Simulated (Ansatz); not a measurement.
**H$_{3}$Ni$_{2}$ (charge +1, triplet): density, localisation and related maps**

Input file:

```
crystal:
  periodic: [false, false, false]
  atoms:
    - {symbol: Ni, position_ang: [-1.650403, 1.426197, 0.831222]}
    - {symbol: Ni, position_ang: [0.187786, 0.017259, -0.160442]}
    - {symbol: H, position_ang: [-0.429902, 1.505347, -0.158093]}
    - {symbol: H, position_ang: [0.693564, -1.615502, 0.014616]}
    - {symbol: H, position_ang: [1.198954, -1.333300, -0.527303]}
basis:
  gaussian: {orbitals: def2-TZVP, initial_orbitals: start.molden}
total_charge: 1
magnetization: {spin_polarized: true, initial_magnetization: 2}
hamiltonian: {xc: pbe0, dispersion: d4}
output: {orbitals: {seedname: orbitals}}
```

Run with:

```sh
ansatz run in.yaml --threads 4 --pin off --events-out ev --progress --plain --max-ram 3916MiB
```

Geometry: PBE0-D4/def2-TZVP.

Method: Ansatz, UKS PBE0-D4/def2-TZVP.

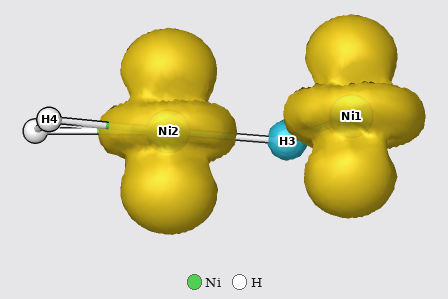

Figure 1. Isosurfaces of the spin density (α minus β) at +0.03 (yellow) and −0.03 e/Å³ (cyan), seen from one side.

Question: Where is the unpaired spin?

Answer: The unpaired spin (2 electrons) lies mostly on Ni2 (about 1.0) and Ni1 (about 1.0), in electrons by Hirshfeld's partition.

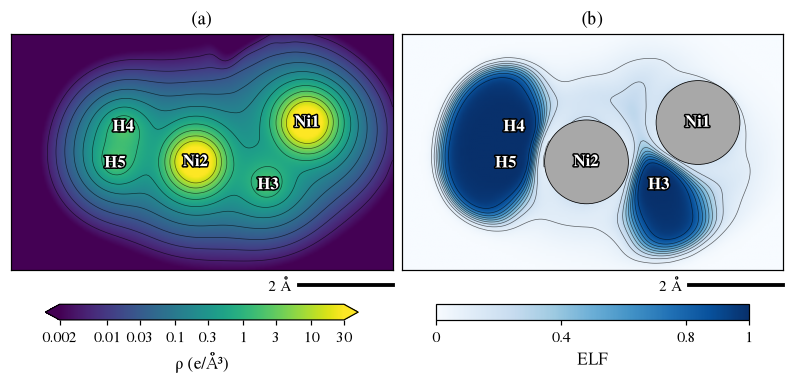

Figure 2. (a) total electron density; (b) electron localisation function on the molecular plane. Grey discs cover the atomic cores in the ELF map.

Question: Describe what can be read from this map.

Answer:
- The plane passes through Ni and H nuclei.
- H4···H5 (0.79 Å): the density falls to about 1.6 e/Å³ on the way; the ELF is about 1 at the midpoint.
- Ni–H (1.57 Å): the density is about 1.1 e/Å³ at the midpoint; the ELF climbs to about 1 towards the hydrogen.

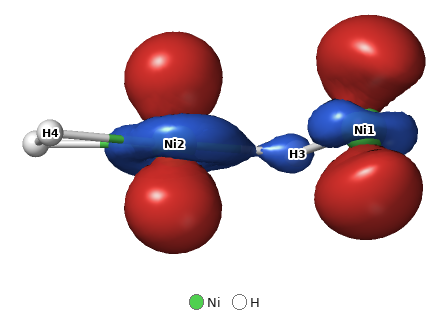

Figure 3. The LUMO (β) at ±0.15 Å⁻³ᐟ² (blue and red are the two phases), seen from one side.

Question: Describe this orbital and give its energy.

Answer: By Hirshfeld shares it lies mainly on Ni2 (about 50 %), Ni1 (about 40 %) and H3 (about 5 %). Its energy is −7.35 eV.
